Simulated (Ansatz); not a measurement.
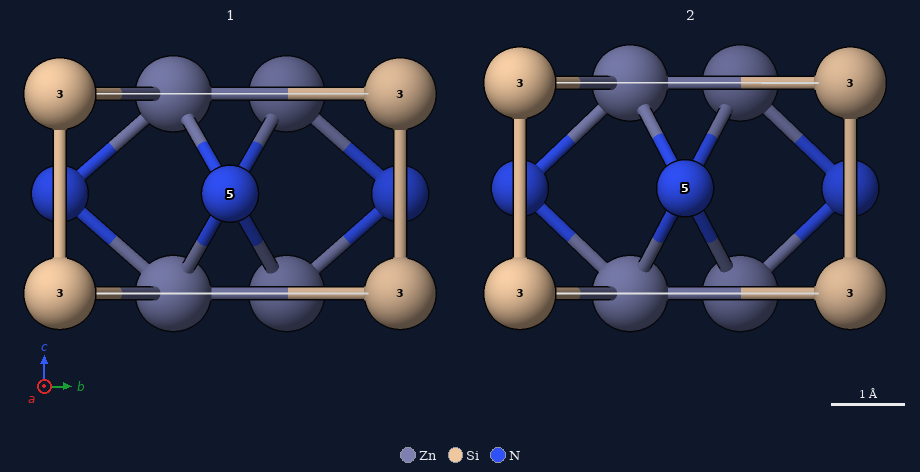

Two geometries of crystalline Zn$_{2}$SiN$_{3}$ (a generated structure, set up in P6/mmm) (coarse preliminary run), drawn at one scale. One is the start of a relaxation, the other its converged end. The picture is a ball-and-stick view of the cell of the calculation, seen along the a axis.

Theory: DFT PBE, scalar-relativistic, plane waves, PAW in Ansatz. Settings: plane-wave cutoff 420 eV; k-point mesh 6 × 6 × 6; occupations gaussian; smearing width 0.1 eV; no spin polarisation; cell and atoms relaxed; force threshold 0.04 eV/Å; at most 70 steps.

### Which one is relaxed?

Structure 2 is the relaxed one. The energy falls by 12.9 meV per atom in 4 accepted moves (5 points after the start). All forces vanish by symmetry, so only the cell relaxes. The pressure goes from 0.82 to 0.07 GPa. The SCF was repeated once at an unchanged geometry on a basis and grid sized afresh for the cell, which shifted the energy by 0.9 meV per atom at most. The atoms keep their places relative to the cell (all moves are under 0.005 Å). The volume changes by −0.5 %, with a = b 5.426 → 5.270 Å (−2.9 %), c 2.756 → 2.907 Å (+5.5 %). Some distances before and after: Si–Si 2.756 → 2.907 Å, Si–Zn 3.133 → 3.043 Å, N–Zn 2.086 → 2.104 Å. Among the angles between lasting bonds that change: Zn–N–Zn 82.7° → 87.4°, Zn–N–Zn 97.3° → 92.6°, N–Zn–N 82.7° → 87.4°. The space group stays P6/mmm (No. 191).

Limits of the set-up: the k-point mesh is coarse for a cell with partly filled bands.
